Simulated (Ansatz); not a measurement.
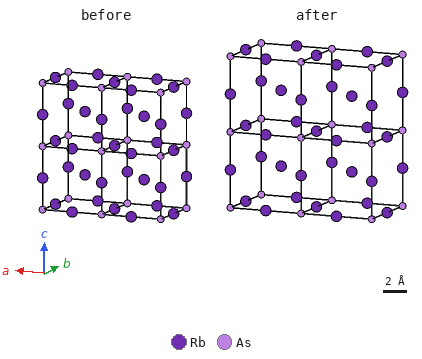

The structure of a crystal of Rb4As (a generated structure, set up in Pm-3m) (coarse preliminary run) before (left) and after (right) a relaxation, at one scale.

Style: ball-and-stick. Shown: the cell of the calculation, repeated 2 × 1 × 2 with one cell outlined, from a free direction.

Level of theory: DFT PBE, scalar-relativistic, plane waves, PAW (Ansatz 0.2.0).

The input:
```yaml
crystal:
  lattice:
    - [5.75760243, 0.0, 0.0]
    - [0.0, 5.75760243, 0.0]
    - [0.0, 0.0, 5.75760243]
  atoms:
    - { symbol: Rb, position: [0.5, 0.0, 0.0] }
    - { symbol: Rb, position: [0.0, 0.5, 0.0] }
    - { symbol: Rb, position: [0.0, 0.0, 0.5] }
    - { symbol: Rb, position: [0.5, 0.5, 0.5] }
    - { symbol: As, position: [0.0, 0.0, 0.0] }
basis:
  ecutwfc: 420
kpoints:
  mp_grid: { grid: [4, 4, 4] }
hamiltonian:
  xc: pbe
scf:
  occupations: { method: gaussian, width: 0.1 }
  lower_state_search: "off"
output:
  forces: true
  stress: true
  eigenvalues: true
relax:
  adjacent_minimum: "off"
  f_tol: 0.04
  max_steps: 70
  cell: { stress_tol: 0.4 }
```

Launched with:
```bash
ansatz run input.yaml --threads 1 --pin off --max-ram 2048MiB --backend cpu --events-out ev --progress --plain --runs-dir out
```

### Summarise the run.

The atoms keep their places relative to the cell (all moves are under 0.005 Å). Cell: a = b = c 5.758 → 6.888 Å (+19.6 %). Volume +71.2 %. Among the contacts that change: Rb1–As5 2.879 → 3.444 Å. The space group stays Pm-3m (No. 221). After 4 accepted moves (5 points after the start) the energy has fallen by 651 meV per atom. All forces vanish by symmetry, so only the cell relaxes. The pressure goes from 11.32 to 0.26 GPa. The SCF was repeated once at an unchanged geometry on a basis and grid sized afresh for the cell, which shifted the energy by 16.8 meV per atom at most. Cost: 25 s on 1 thread of Arm Neoverse V2, on a shared host, peak memory 0.49 GiB.
